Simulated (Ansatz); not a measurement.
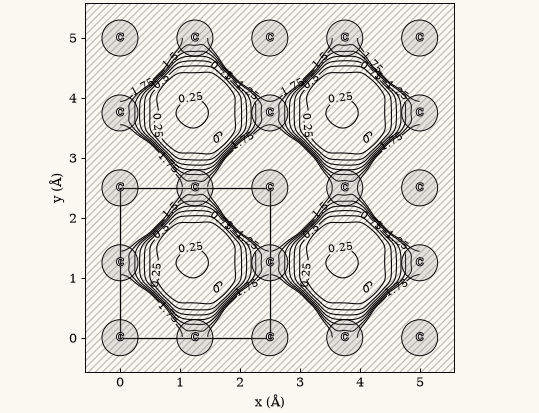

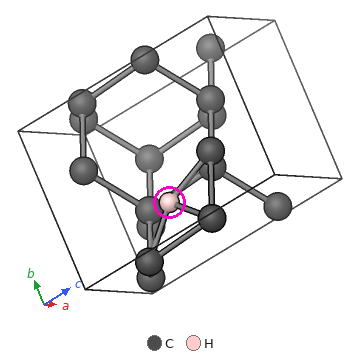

Energy landscape of C (Fd-3m phase) with one H guest (13 atoms in the cell, cell charge +1). 
- A guest moved over a lattice plane through the rigid host; the plane is (0 0 1) of the conventional cell, through C7.
- Places are given modulo a cell vector. The map is drawn in real space over the plane of the scan.
- Nothing is relaxed (host rigid, guest held in the plane).
- Grid: 12 × 12 points; 101 points were computed and 6 follow by symmetry. At 37 points there is no value (left out of the scan, as a rule where atoms come close).
- Energies are in eV per cell, from the lowest grid point.
- The cell is charged on a uniform background, without a charge correction.
- Theory: DFT LDA, scalar-relativistic, plane waves, PAW in Ansatz. Settings: cutoff 420 eV, k-mesh 6×6×6, gaussian smearing 0.05 eV, no spin polarisation.

Drawn: contour lines labelled in eV (none above 1.75), labelled circles for the fixed atoms within 1 Å of the plane, the outline of one cell of the 2 × 2 shown, hatched blanks where no value was computed. Between grid points the surface is interpolated. The second picture is the structure at the lowest point; rings mark the moved atoms.

Question: Summarise what can be read from the map.

Answer: The lowest grid point is at (8/12, 4/12) of the cell vectors [nearest 1 C at 1.18 Å]. Higher local minima lie near (8/12, 8/12) of the cell vectors [nearest 1 C at 1.18 Å] (0.018 eV above the lowest at that grid point); (4/12, 8/12) of the cell vectors [nearest 1 C at 1.18 Å] (0.06 eV above the lowest at that grid point); (4/12, 4/12) of the cell vectors [nearest 1 C at 1.18 Å] (0.06 eV above the lowest at that grid point). Relaxing all atoms from the lowest point lowers the energy by a further 0.41 eV. The highest grid point, (2/12, 9/12) of the cell vectors [nearest 1 C at 0.75 Å], lies 4.83 eV above the lowest. On the interpolated surface the easiest way out of the lowest well to the well at about (0.36, 0.33) of the cell vectors passes a barrier of about 0.12 eV, counted from the interpolated bottom of the well.

The values on the grid:

```
place of H13 along a2 ↓, place of H13 along a1 →  0/12  1/12  2/12  3/12  4/12  5/12  6/12  7/12  8/12  9/12  10/12  11/12
                                           11/12     –     –     –     –  2.74  1.39  1.30  1.38  2.72     –      –      –
                                           10/12     –     –     –  4.81  1.41  0.68  0.63  0.66  1.39  4.78      –      –
                                            9/12     –     –  4.83  1.68  0.40  0.17  0.18  0.15  0.38  1.65   4.79      –
                                            8/12  3.42  2.78  1.45  0.43  0.06  0.08  0.12  0.05  0.02  0.39   1.42   2.76
                                            7/12  1.79  1.45  0.75  0.23  0.12  0.22  0.28  0.18  0.05  0.17   0.69   1.42
                                            6/12  1.68  1.37  0.72  0.27  0.20  0.32  0.38  0.26  0.11  0.19   0.65   1.33
                                            5/12  1.79  1.45  0.74  0.23  0.12  0.23  0.28  0.18  0.04  0.15   0.68   1.41
                                            4/12  3.41  2.77  1.45  0.43  0.06  0.09  0.13  0.05  0.00  0.37   1.39   2.74
                                            3/12     –     –  4.82  1.68  0.41  0.18  0.18  0.14  0.36  1.63   4.77      –
                                            2/12     –     –     –  4.81  1.42  0.68  0.63  0.66  1.38  4.76      –      –
                                            1/12     –     –     –     –  2.75  1.40  1.30  1.38  2.71     –      –      –
                                            0/12     –     –     –     –  3.39  1.75  1.63  1.73  3.37     –      –      –
```

The whole map (101 points run) took 5.2 min on 4 threads of AMD EPYC 9R45 96-Core Processor (Zen 5), on a shared host.

PAW datasets: the set soft_1.
